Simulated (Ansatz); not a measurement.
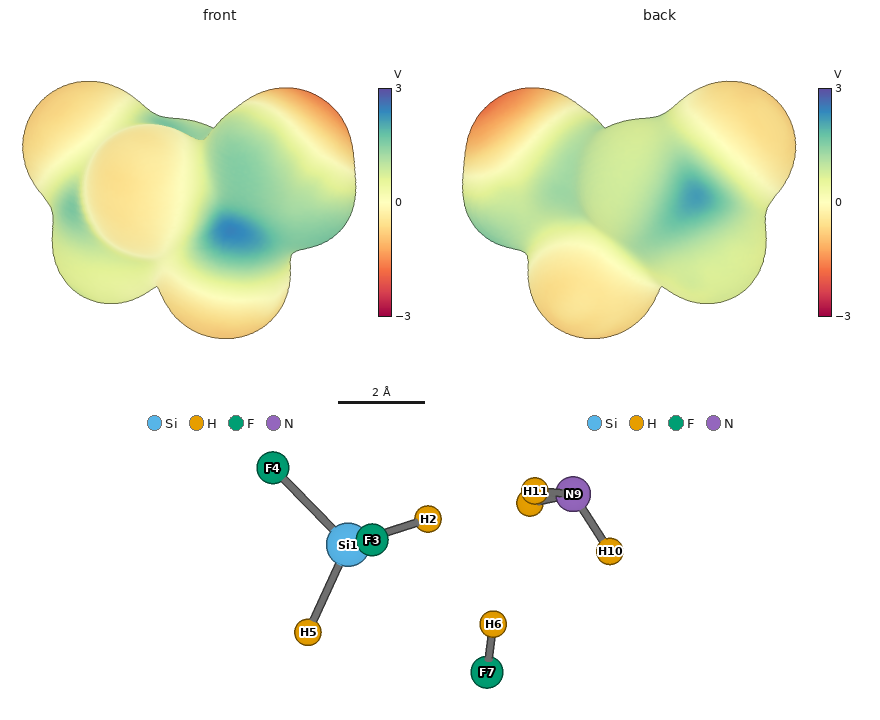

Figure 1: F2H2Si···HF···NH3. The molecular electrostatic potential painted on the density surface at 0.002 e/bohr³, seen from the front and from behind; red is negative and blue positive. The bare structure is drawn below in the same view.

Not at a stationary point (largest force 1.4 eV/Å).

Method: RKS PBE-D4/cc-pVDZ (Ansatz 0.2.0).

```xyz
11

Si   -1.5240   -0.0736   -0.7447
H    -1.2356    0.7348    0.4258
F    -0.3437   -1.2480   -0.7975
F    -2.9508   -0.8596   -0.4750
H    -1.6132    0.6069   -2.0708
H     1.3245    0.2437   -0.6346
F     1.2192    1.0079   -1.1400
H     0.4199    0.3042    1.3135
N     1.2877   -0.1335    1.6514
H     2.0581    0.4587    1.3048
H     1.3578   -1.0413    1.1670
```

> Where is the surface potential most negative and most positive?

The most negative region (about −1.6 V, or −37 kcal/mol for a unit charge) lies over N9, the most positive (about +2.2 V, or +51 kcal/mol for a unit charge) over H6. N9 is the likeliest acceptor of a hydrogen bond.
